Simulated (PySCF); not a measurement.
**C4H8SSi: runs on many settings**

Which settings matter for C4H8SSi (`CC#C[SiH2]SC`)?

Programs: PySCF 2.14.0, with density-fitted response routines of our own. Each step states its level of theory. These are calculated values for one molecule in the gas phase, unless marked as measured. Atoms count from 0, in the outputs and in this text.

### 1 The molecule as given

14 atoms, charge 0, multiplicity 1; geometry from: GFN2-xTB.

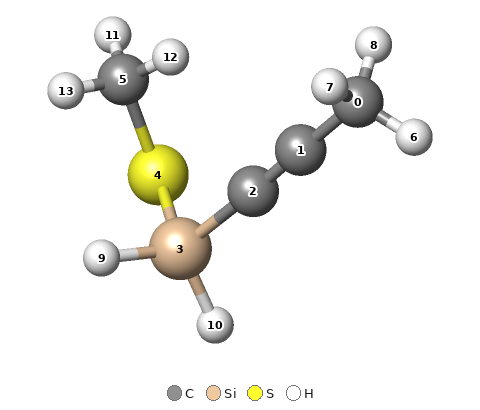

As it starts; carbon grey, silicon light orange, sulfur yellow, hydrogen white, atoms numbered.

### 2 NMR shieldings: PBE0/pcSseg-1

The job: settings as JSON, then the geometry in Å.

```
{"job": {"kind": "nmr", "xc": "PBE0", "basis": "pcSseg-1"}, "charge": 0, "multiplicity": 1}
C      2.628518     1.241599     0.435066
C      1.631889     0.226489     0.187314
C      0.814300    -0.638044    -0.012254
Si    -0.506603    -1.871529    -0.365892
S     -2.109378    -0.841133    -1.376989
C     -2.444459     0.469761    -0.161422
H      3.569589     0.962411    -0.038230
H      2.791028     1.351138     1.507160
H      2.297366     2.196278     0.026649
H     -1.033238    -2.384475     0.898960
H     -0.090946    -2.889817    -1.315338
H     -3.215300     1.105878    -0.583898
H     -1.537785     1.042649     0.010170
H     -2.795659     0.028324     0.766537
```

Level: GIAO PBE0/pcSseg-1 NMR shielding, non-relativistic, gas phase.

On the command line:

```sh
> OMP_NUM_THREADS=1 python probes_run.py task.json out
```

This one command runs all jobs of the session in turn.

The log of the run:

```text
coarse grid: 12552 points
cycle   1  E = -844.3058095218  dE =  4.698e-01  |g| = 4.100e-01  |ddm| = 3.633e+00
cycle   2  E = -844.3039273401  dE =  1.882e-03  |g| = 4.219e-01  |ddm| = 1.073e+00
cycle   3  E = -844.3491638507  dE = -4.524e-02  |g| = 1.116e-01  |ddm| = 5.495e-01
cycle   4  E = -844.3516850528  dE = -2.521e-03  |g| = 4.895e-02  |ddm| = 1.122e-01
cycle   5  E = -844.3522879873  dE = -6.029e-04  |g| = 8.001e-03  |ddm| = 4.662e-02
cycle   6  E = -844.3523048994  dE = -1.691e-05  |g| = 2.778e-03  |ddm| = 1.194e-02
cycle   7  E = -844.3523067417  dE = -1.842e-06  |g| = 5.497e-04  |ddm| = 2.539e-03
final grid: 111480 points
cycle   8  E = -844.3901412774  dE = -2.277e-05  |g| = 7.131e-03  |ddm| = 3.891e-02
cycle   9  E = -844.3901358287  dE =  5.449e-06  |g| = 8.384e-03  |ddm| = 1.479e-02
cycle  10  E = -844.3901536811  dE = -1.785e-05  |g| = 1.203e-03  |ddm| = 8.464e-03
cycle  11  E = -844.3901540293  dE = -3.483e-07  |g| = 3.664e-04  |ddm| = 1.144e-03
cycle  12  E = -844.3901540615  dE = -3.216e-08  |g| = 1.005e-04  |ddm| = 4.035e-04
cycle  13  E = -844.3901540640  dE = -2.523e-09  |g| = 1.895e-05  |ddm| = 9.022e-05
cycle  14  E = -844.3901540641  dE = -1.037e-10  |g| = 4.346e-06  |ddm| = 3.058e-05
converged SCF energy = -844.3901540641

GIAO shielding tensors (ppm)
atom      isotropic    diamagn.    paramagn.     s11        s22        s33       span
  0 C      180.962     250.996     -70.034    172.349    172.850    197.687     25.338
  1 C       71.445     273.162    -201.717    -28.571    -17.161    260.066    288.637
  2 C      106.098     259.961    -153.862     16.551     31.414    270.329    253.778
  3 Si     401.748     881.139    -479.390    360.178    398.214    446.853     86.675
  4 S      691.446    1058.098    -366.651    619.344    642.528    812.467    193.123
  5 C      172.383     252.699     -80.317    163.602    163.848    189.698     26.096
  6 H       29.597      26.089       3.508     24.544     27.675     36.573     12.029
  7 H       29.593      28.053       1.540     24.639     27.822     36.318     11.679
  8 H       29.584      29.896      -0.312     24.342     28.363     36.048     11.706
  9 H       26.766      29.478      -2.712     22.385     25.422     32.490     10.105
 10 H       26.892      28.454      -1.561     22.922     24.887     32.868      9.947
 11 H       29.603      29.889      -0.286     23.885     26.789     38.135     14.250
 12 H       29.345      33.975      -4.630     23.079     28.911     36.046     12.967
 13 H       29.773      31.171      -1.398     24.697     27.078     37.545     12.848
```

It took 17 s on 1 thread of Arm Neoverse V1, shared host; peak memory 0.71 GiB.

Shifts follow as δ = σ(reference) − σ, with reference shieldings (ppm) from runs at the same level and on the same kind of geometry: ¹H TMS 31.72, ¹³C TMS 186.9, ²⁹Si TMS 349.2, ³³S CS2 504. The references are single molecules in the gas phase. Atoms listed in one row are averaged.

```
        atoms                              environment  σ (ppm)  δ (ppm)  δ scaled to CDCl3
           C1                            alkyne carbon     71.4    115.5              110.8
           C2                            alkyne carbon    106.1     80.8               77.0
           C5                methyl carbon bonded to S    172.4     14.5                7.9
           C0                propargylic methyl carbon    181.0      6.0                3.9
      H9, H10     hydrogen on a silicon bonded to C, S    26.83     4.89                  –
H11, H12, H13  hydrogen on a methyl carbon bonded to S    29.57     2.14               2.13
   H6, H7, H8  hydrogen on a propargylic methyl carbon    29.59     2.13               2.11
          Si3              silicon bonded to C, S, 2 H    401.7    -52.6                  –
           S4                   sulfur bonded to C, Si      691     -188                  –
```

The scaled column applies a straight-line fit of computed shieldings to shifts measured in CDCl3, with any fitted terms for Cl, Br or S neighbours (root-mean-square error 0.16 ppm for H, 1.9 ppm for C).

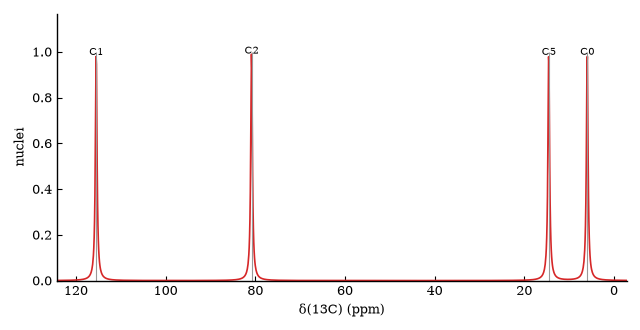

¹³C lines at the computed shifts, without couplings. Lines are broadened to a width of 0.44 ppm (Lorentzian).

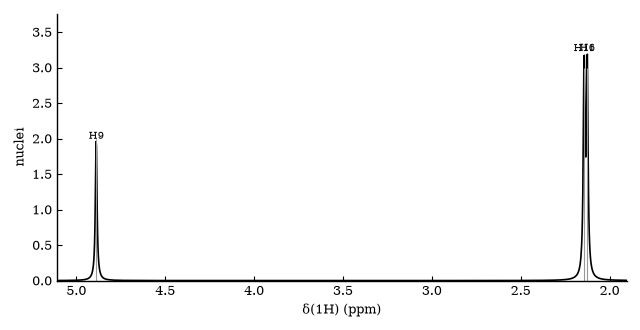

¹H lines at the computed shifts, without couplings. Lines are broadened to a width of 0.01 ppm (Lorentzian).

The run also stored atomic charges by several schemes (e):

```
atoms  Mulliken    IAO  Hirshfeld  ESP fit
   C0     -0.16  -0.44      -0.09    -0.56
   C1     -0.12   0.01      -0.02     0.25
   C2     -0.43  -0.40      -0.19    -0.42
  Si3      0.62   0.71       0.33     0.36
   S4     -0.31  -0.18      -0.11    -0.27
   C5     -0.40  -0.50      -0.12    -0.38
```

IAO charges:

C0 -0.44; C1 0.01; C2 -0.40; Si3 0.71; S4 -0.18; C5 -0.50; H6 0.18; H7 0.18; H8 0.18; H9 -0.12; H10 -0.10; H11 0.17; H12 0.16; H13 0.15

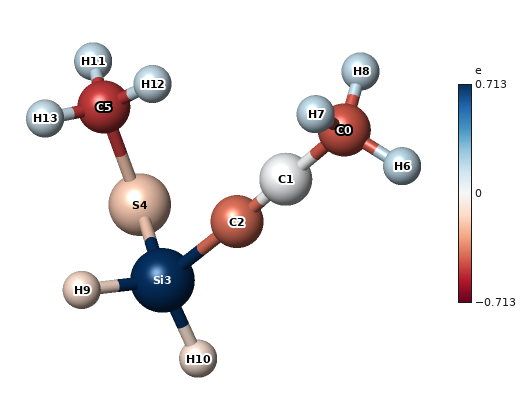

IAO charges, as colours on the atoms.

Mayer bond orders: C0–C1 1.18, C1–C2 2.54, C2–Si3 0.99, Si3–S4 0.97, S4–C5 1.00.

### 3 TDDFT and polarisability: PBE0/def2-SVPD

Settings changed since step 2:

```diff
@@ -1,2 +1,2 @@
-{"job": {"kind": "nmr", "xc": "PBE0", "basis": "pcSseg-1"}, "charge": 0, "multiplicity": 1}
+{"job": {"kind": "uv", "xc": "PBE0", "basis": "def2-SVPD", "nstates": 6, "ntriplets": 2}, "charge": 0, "multiplicity": 1}
 C      2.628518     1.241599     0.435066
```

With the program's defaults for keys left out, this is: TDDFT PBE0/def2-SVPD, vertical, gas phase, core orbitals frozen in the response.

The log of the run:

```text
coarse grid: 12552 points
cycle   1  E = -843.9829276679  dE =  4.260e-01  |g| = 3.848e-01  |ddm| = 6.684e+00
cycle   2  E = -843.9786912008  dE =  4.236e-03  |g| = 4.047e-01  |ddm| = 2.019e+00
cycle   3  E = -844.0223935131  dE = -4.370e-02  |g| = 1.189e-01  |ddm| = 7.741e-01
cycle   4  E = -844.0255536987  dE = -3.160e-03  |g| = 4.407e-02  |ddm| = 2.230e-01
cycle   5  E = -844.0260618298  dE = -5.081e-04  |g| = 8.862e-03  |ddm| = 7.889e-02
cycle   6  E = -844.0260853253  dE = -2.350e-05  |g| = 2.324e-03  |ddm| = 2.233e-02
cycle   7  E = -844.0260867102  dE = -1.385e-06  |g| = 5.495e-04  |ddm| = 5.269e-03
final grid: 111480 points
cycle   8  E = -844.1210260322  dE = -2.246e-05  |g| = 6.932e-03  |ddm| = 1.112e-01
cycle   9  E = -844.1210203968  dE =  5.635e-06  |g| = 8.161e-03  |ddm| = 2.481e-02
cycle  10  E = -844.1210386222  dE = -1.823e-05  |g| = 1.174e-03  |ddm| = 1.319e-02
cycle  11  E = -844.1210389749  dE = -3.527e-07  |g| = 3.468e-04  |ddm| = 2.113e-03
cycle  12  E = -844.1210390055  dE = -3.059e-08  |g| = 9.498e-05  |ddm| = 7.219e-04
cycle  13  E = -844.1210390078  dE = -2.339e-09  |g| = 2.038e-05  |ddm| = 1.740e-04
cycle  14  E = -844.1210390079  dE = -1.205e-10  |g| = 4.919e-06  |ddm| = 5.366e-05
converged SCF energy = -844.1210390079

Static polarisability (au): isotropic 96.819, principal 75.818 92.236 122.402

Singlet excitations
state   eV       nm        f      main configurations
  1   5.1295    241.7   0.01753   H->L 0.96
  2   5.7631    215.1   0.00273   H->L+1 0.48, H->L+2 0.17, H->L+3 0.13
  3   5.8078    213.5   0.00211   H-2->L 0.25, H->L+2 0.24, H->L+3 0.22
  4   5.9016    210.1   0.00308   H->L+1 0.40, H-2->L 0.34, H->L+3 0.10
  5   6.1428    201.8   0.02574   H-1->L 0.39, H-2->L+1 0.26, H-2->L 0.19
  6   6.2921    197.0   0.00510   H->L+2 0.32, H->L+3 0.30, H-1->L+1 0.19

Triplet excitations (Tamm-Dancoff, eV): 4.7563 4.9874
```

Wall time 24 s (1 thread of Arm Neoverse V1, shared host); peak memory 0.81 GiB.

Frontier orbitals and where they lie:

```
orbital     eV                       atoms
 HOMO−3  -8.73  S4 43 %, C2 14 %, Si3 13 %
 HOMO−2  -7.89    C2 39 %, C1 36 %, C0 7 %
 HOMO−1  -7.77   C2 30 %, C1 29 %, S4 18 %
   HOMO  -6.68   S4 72 %, C5 10 %, Si3 7 %
   LUMO  -0.30  Si3 24 %, C2 18 %, C1 17 %
 LUMO+1   0.27  C1 25 %, C2 24 %, Si3 21 %
 LUMO+2   0.41   S4 18 %, C0 15 %, C1 12 %
```

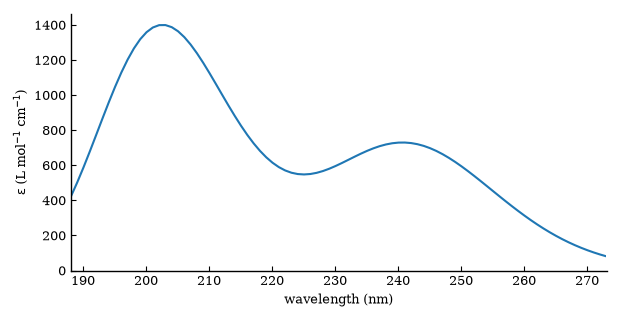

Absorption spectrum: each of the 6 states is a Gaussian band of 0.4 eV half-width at 1/e. Beyond the last state computed it falls off for lack of states.

Further results of this job:

```
           property  computed
  dipole moment (D)      2.82
polarisability (Å³)     14.35
 HOMO–LUMO gap (eV)      6.38
      −ε(HOMO) (eV)      6.68
```

### 4 Excited states and response: B3LYP/def2-SVPD

Settings changed since step 3:

```diff
@@ -1,2 +1,2 @@
-{"job": {"kind": "uv", "xc": "PBE0", "basis": "def2-SVPD", "nstates": 6, "ntriplets": 2}, "charge": 0, "multiplicity": 1}
+{"job": {"kind": "uv", "xc": "B3LYP", "basis": "def2-SVPD", "nstates": 3, "ntriplets": 2, "tda": true}, "charge": 0, "multiplicity": 1}
 C      2.628518     1.241599     0.435066
```

Method: TDA B3LYP/def2-SVPD, vertical, gas phase, core orbitals frozen in the response.

The log of the run:

```text
coarse grid: 12552 points
cycle   1  E = -844.4594687143  dE =  4.110e-01  |g| = 4.347e-01  |ddm| = 8.269e+00
cycle   2  E = -844.4442440635  dE =  1.522e-02  |g| = 4.892e-01  |ddm| = 2.339e+00
cycle   3  E = -844.5099080352  dE = -6.566e-02  |g| = 1.277e-01  |ddm| = 9.272e-01
cycle   4  E = -844.5134367321  dE = -3.529e-03  |g| = 5.380e-02  |ddm| = 2.429e-01
cycle   5  E = -844.5141822954  dE = -7.456e-04  |g| = 1.207e-02  |ddm| = 9.241e-02
cycle   6  E = -844.5142253060  dE = -4.301e-05  |g| = 3.194e-03  |ddm| = 2.822e-02
cycle   7  E = -844.5142279749  dE = -2.669e-06  |g| = 6.737e-04  |ddm| = 7.461e-03
final grid: 111480 points
cycle   8  E = -844.6181924430  dE = -2.854e-05  |g| = 4.008e-03  |ddm| = 2.151e-01
cycle   9  E = -844.6181911435  dE =  1.300e-06  |g| = 4.586e-03  |ddm| = 1.603e-02
cycle  10  E = -844.6181965341  dE = -5.391e-06  |g| = 8.143e-04  |ddm| = 7.218e-03
cycle  11  E = -844.6181967124  dE = -1.784e-07  |g| = 2.630e-04  |ddm| = 1.475e-03
cycle  12  E = -844.6181967275  dE = -1.507e-08  |g| = 9.833e-05  |ddm| = 5.300e-04
cycle  13  E = -844.6181967301  dE = -2.619e-09  |g| = 2.029e-05  |ddm| = 1.878e-04
cycle  14  E = -844.6181967302  dE = -1.194e-10  |g| = 3.071e-06  |ddm| = 4.231e-05
converged SCF energy = -844.6181967302

Static polarisability (au): isotropic 97.725, principal 76.687 93.069 123.419

Singlet excitations
state   eV       nm        f      main configurations
  1   4.9998    248.0   0.01834   H->L 0.97
  2   5.6158    220.8   0.00380   H->L+1 0.44, H->L+2 0.36, H->L+3 0.15
  3   5.6857    218.1   0.00146   H->L+1 0.39, H->L+3 0.23, H->L+2 0.21

Triplet excitations (Tamm-Dancoff, eV): 4.7013 5.0064
```

It took 19 s on 1 thread of Arm Neoverse V1, shared host; peak memory 0.81 GiB.

Key values: HOMO -6.44 eV, LUMO -0.49 eV; lowest singlet 5.00 eV.

### 5 Nuclear shieldings: KT2/6-311G**

Settings changed since step 4:

```diff
@@ -1,2 +1,2 @@
-{"job": {"kind": "uv", "xc": "B3LYP", "basis": "def2-SVPD", "nstates": 3, "ntriplets": 2, "tda": true}, "charge": 0, "multiplicity": 1}
+{"job": {"kind": "nmr", "xc": "KT2", "basis": "6-311G**", "pop": true, "scf": {"aux": "def2-qzvpp-jkfit", "guess": "huckel"}}, "charge": 0, "multiplicity": 1}
 C      2.628518     1.241599     0.435066
```

With the program's defaults for keys left out, this is: GIAO KT2/6-311G** NMR shielding, non-relativistic, gas phase.

The log of the run:

```text
final grid: 111480 points
cycle   1  E = -846.5640610957  dE =  4.315e+00  |g| = 4.520e+00  |ddm| = 5.107e+00
cycle   2  E = -774.8801822103  dE =  7.168e+01  |g| = 1.143e+01  |ddm| = 3.685e+01
cycle   3  E = -848.1214809826  dE = -7.324e+01  |g| = 3.518e+00  |ddm| = 3.731e+01
cycle   4  E = -850.7463490606  dE = -2.625e+00  |g| = 3.048e+00  |ddm| = 1.915e+01
cycle   5  E = -853.2580174394  dE = -2.512e+00  |g| = 8.023e-01  |ddm| = 2.549e+00
cycle   6  E = -853.0975756746  dE =  1.604e-01  |g| = 1.103e+00  |ddm| = 1.727e+00
cycle   7  E = -853.4186482303  dE = -3.211e-01  |g| = 2.857e-01  |ddm| = 1.097e+00
cycle   8  E = -853.4391692759  dE = -2.052e-02  |g| = 8.751e-02  |ddm| = 2.978e-01
cycle   9  E = -853.4409307693  dE = -1.761e-03  |g| = 3.525e-02  |ddm| = 1.273e-01
cycle  10  E = -853.4412625269  dE = -3.318e-04  |g| = 1.300e-02  |ddm| = 7.437e-02
cycle  11  E = -853.4413087404  dE = -4.621e-05  |g| = 3.406e-03  |ddm| = 2.079e-02
cycle  12  E = -853.4413122615  dE = -3.521e-06  |g| = 1.083e-03  |ddm| = 5.320e-03
cycle  13  E = -853.4413125838  dE = -3.223e-07  |g| = 2.246e-04  |ddm| = 1.423e-03
cycle  14  E = -853.4413125987  dE = -1.494e-08  |g| = 3.791e-05  |ddm| = 2.953e-04
cycle  15  E = -853.4413125990  dE = -3.183e-10  |g| = 2.239e-05  |ddm| = 7.930e-05
converged SCF energy = -853.4413125990

GIAO shielding tensors (ppm)
atom      isotropic    diamagn.    paramagn.     s11        s22        s33       span
  0 C      185.974     248.166     -62.192    176.660    177.140    204.122     27.463
  1 C       86.487     271.676    -185.189     -6.038      6.610    258.888    264.926
  2 C      121.603     270.913    -149.310     38.785     56.082    269.941    231.155
  3 Si     417.284     885.943    -468.659    372.870    415.444    463.538     90.669
  4 S      669.793    1061.957    -392.164    607.742    630.533    771.104    163.362
  5 C      176.982     256.415     -79.433    167.055    168.160    195.732     28.677
  6 H       29.909      27.035       2.874     25.001     28.181     36.546     11.545
  7 H       29.881      28.216       1.665     25.070     28.312     36.261     11.191
  8 H       29.887      28.927       0.960     24.836     28.809     36.016     11.181
  9 H       26.755      29.864      -3.109     22.486     25.497     32.284      9.798
 10 H       26.883      28.920      -2.037     23.025     24.943     32.682      9.657
 11 H       29.948      30.726      -0.779     24.716     27.255     37.872     13.156
 12 H       29.623      33.898      -4.275     23.580     29.362     35.926     12.346
 13 H       30.133      31.596      -1.463     25.260     27.680     37.460     12.200
```

Wall time 29 s (1 thread of Arm Neoverse V1, shared host); peak memory 0.55 GiB.

Key values: δ C1 105.9, C2 70.8, C5 15.4, C0 6.4, H9 5.28, H6 2.20 ppm (means over like atoms).

### 6 Nuclear shieldings: revPBE/cc-pVDZ

Settings changed since step 5:

```diff
@@ -1,2 +1,2 @@
-{"job": {"kind": "nmr", "xc": "KT2", "basis": "6-311G**", "pop": true, "scf": {"aux": "def2-qzvpp-jkfit", "guess": "huckel"}}, "charge": 0, "multiplicity": 1}
+{"job": {"kind": "nmr", "xc": "revPBE", "basis": "cc-pVDZ", "pop": true}, "charge": 0, "multiplicity": 1}
 C      2.628518     1.241599     0.435066
```

Method: GIAO revPBE/cc-pVDZ NMR shielding, non-relativistic, gas phase.

The log of the run:

```text
coarse grid: 12552 points
cycle   1  E = -844.6134015273  dE =  4.283e-01  |g| = 5.168e-01  |ddm| = 7.523e+00
cycle   2  E = -844.5387965961  dE =  7.460e-02  |g| = 7.183e-01  |ddm| = 2.617e+00
cycle   3  E = -844.6841023350  dE = -1.453e-01  |g| = 1.917e-01  |ddm| = 1.523e+00
cycle   4  E = -844.6923048957  dE = -8.203e-03  |g| = 8.187e-02  |ddm| = 3.205e-01
cycle   5  E = -844.6940482854  dE = -1.743e-03  |g| = 2.356e-02  |ddm| = 1.461e-01
cycle   6  E = -844.6942083371  dE = -1.601e-04  |g| = 5.783e-03  |ddm| = 4.272e-02
cycle   7  E = -844.6942179743  dE = -9.637e-06  |g| = 1.270e-03  |ddm| = 1.254e-02
final grid: 111480 points
cycle   8  E = -844.7152836196  dE = -8.853e-06  |g| = 1.327e-02  |ddm| = 9.627e-02
cycle   9  E = -844.7151995955  dE =  8.402e-05  |g| = 2.140e-02  |ddm| = 6.572e-02
cycle  10  E = -844.7153305568  dE = -1.310e-04  |g| = 2.861e-03  |ddm| = 4.120e-02
cycle  11  E = -844.7153326403  dE = -2.084e-06  |g| = 1.202e-03  |ddm| = 4.962e-03
cycle  12  E = -844.7153330189  dE = -3.786e-07  |g| = 2.381e-04  |ddm| = 1.766e-03
cycle  13  E = -844.7153330347  dE = -1.583e-08  |g| = 4.271e-05  |ddm| = 4.285e-04
cycle  14  E = -844.7153330353  dE = -5.209e-10  |g| = 1.312e-05  |ddm| = 1.183e-04
converged SCF energy = -844.7153330353

GIAO shielding tensors (ppm)
atom      isotropic    diamagn.    paramagn.     s11        s22        s33       span
  0 C      188.327     256.787     -68.460    179.761    180.184    205.036     25.275
  1 C       91.278     255.454    -164.176      2.328     13.049    258.458    256.130
  2 C      123.580     266.061    -142.481     45.053     58.688    267.000    221.947
  3 Si     457.135     887.601    -430.465    415.948    451.127    504.331     88.383
  4 S      702.056    1058.268    -356.212    629.513    656.417    820.239    190.726
  5 C      179.267     248.036     -68.769    169.330    170.311    198.159     28.829
  6 H       29.765      26.506       3.259     25.061     28.066     36.169     11.108
  7 H       29.743      29.445       0.298     25.147     28.180     35.903     10.756
  8 H       29.740      32.385      -2.645     24.825     28.737     35.657     10.832
  9 H       26.620      31.107      -4.487     22.132     25.235     32.492     10.360
 10 H       26.832      29.743      -2.912     22.938     24.804     32.753      9.815
 11 H       29.840      29.938      -0.098     24.499     27.199     37.821     13.322
 12 H       29.377      34.388      -5.011     23.388     28.912     35.831     12.443
 13 H       29.842      31.492      -1.650     25.030     27.162     37.333     12.303
```

Wall time 22 s (1 thread of Arm Neoverse V1, shared host); peak memory 0.65 GiB.

This run: δ C1 103.7, C2 71.4, C5 15.7, C0 6.7, H9 5.04, H11 2.08 ppm (means over like atoms).

### 7 Side by side: NMR shifts

Shifts (ppm) of some atoms, chosen among heavy atoms and hydrogens apart, means over like atoms, with basis size and wall time:

```
           run     C1    C2    C5   C0    H9    H6    Si3  functions  time
 PBE0/pcSseg-1  115.5  80.8  14.5  6.0  4.89  2.13  -52.6        156  17 s
  KT2/6-311G**  105.9  70.8  15.4  6.4  5.28  2.20  -54.1        172  29 s
revPBE/cc-pVDZ  103.7  71.4  15.7  6.7  5.04  2.02  -55.2        132  22 s
```

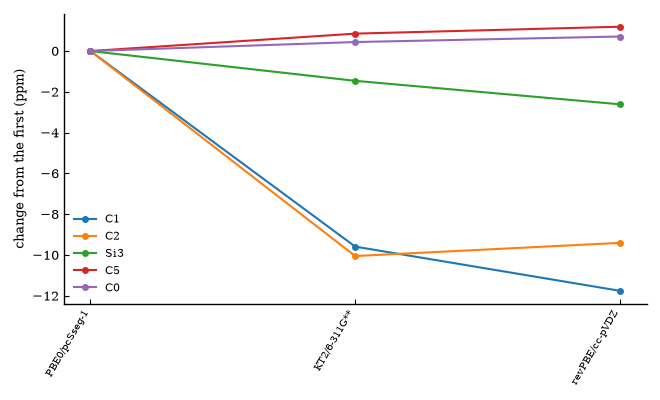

How five of the tabulated atoms move from run to run.

### 8 Side by side: electronic excitations

Excitations and ground-state properties, with basis size and wall time:

```
            run  lowest singlet (eV)  brightest (eV)      f  gap (eV)  α (Å³)  μ (D)  functions  time
 PBE0/def2-SVPD                 5.13            6.14  0.026      6.38   14.35   2.82        195  24 s
B3LYP/def2-SVPD                 5.00            5.00  0.018      5.96   14.48   2.74        195  19 s
```

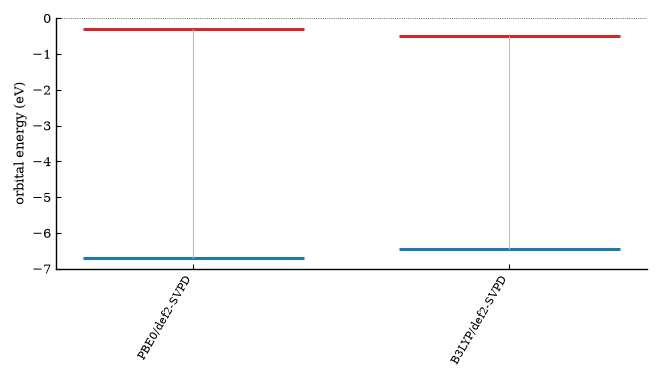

HOMO (blue) and LUMO (red) run by run.

### 9 Outcome

| quantity | value |
| --- | --- |
| ¹³C shifts against TMS (PBE0/pcSseg-1) | 115.5, 80.8, 14.5, 6.0 ppm |
| ¹H shifts against TMS (PBE0/pcSseg-1, means over atoms taken as alike) | 4.89, 2.14, 2.13 ppm |
| ²⁹Si shifts against TMS (PBE0/pcSseg-1) | -52.6 ppm |
| ³³S shifts against CS2 (PBE0/pcSseg-1) | -188 ppm |
| lowest singlet (PBE0/def2-SVPD) | 5.13 eV (242 nm), f = 0.018 |
| brightest single state of those computed | state 5, 6.14 eV, f = 0.026 |
| lowest triplet | 4.76 eV |
| range of the shift of C1 | 103.7 to 115.5 ppm |
| range of the lowest singlet | 5.00 to 5.13 eV |

In words: Single values in the summary come from the first sound run of each kind (PBE0/pcSseg-1; PBE0/def2-SVPD), which need not be the best level. At PBE0/pcSseg-1: The largest span, 289 ppm, is at C1, where the paramagnetic term is -202 ppm. The first singlet state (HOMO→LUMO 0.96) lies at 5.13 eV and is weak; of the 6 states computed, the strongest absorption comes from state 5 at 6.14 eV. The lowest triplet lies 0.37 eV below the lowest singlet (triplets in Tamm-Dancoff, singlets in full TDDFT). Among the atoms with a shift in every run: Across the 3 runs the shift of C1 moves most, between 103.7 (revPBE/cc-pVDZ) and 115.5 ppm (PBE0/pcSseg-1). The lowest singlet runs from 5.00 eV (B3LYP/def2-SVPD) to 5.13 eV (PBE0/def2-SVPD), while the orbital gap spans 5.96 to 6.38 eV: the excitation energy moves far less from run to run than the orbital gap does. Some runs use the Tamm-Dancoff approximation and others full TDDFT, which shifts states apart from functional and basis. The lowest state need not be the same one in every run. The runs solved for a few states only, so the brightest column depends on that window.
